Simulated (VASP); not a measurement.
Band structure of ScSi (relaxed from the rock salt structure, space group Fm-3m). These are r2SCAN meta-GGA, VASP's PBE PAW potentials (set 64) (plane waves; VASP) values and carry that method's errors.

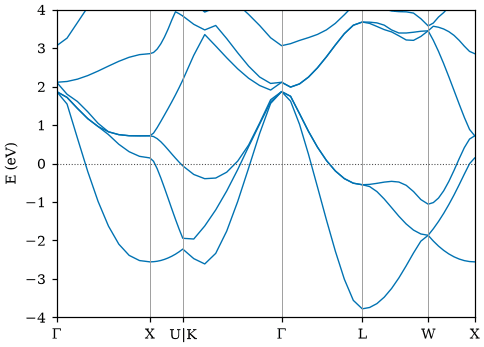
*Bands along high-symmetry lines, zero at the valence-band maximum or, without a gap, the Fermi level*

Read the plot: is there a gap, and where are the band edges?

It has no gap at this level: it comes out as a metal or semimetal.

The structure was generated: ScSi was put into the rock salt type (Fm-3m), which need not be its known phase. It was relaxed first, which changed the volume by -27 %. The electron count is odd and the run is not spin-polarised, which forces a metal.
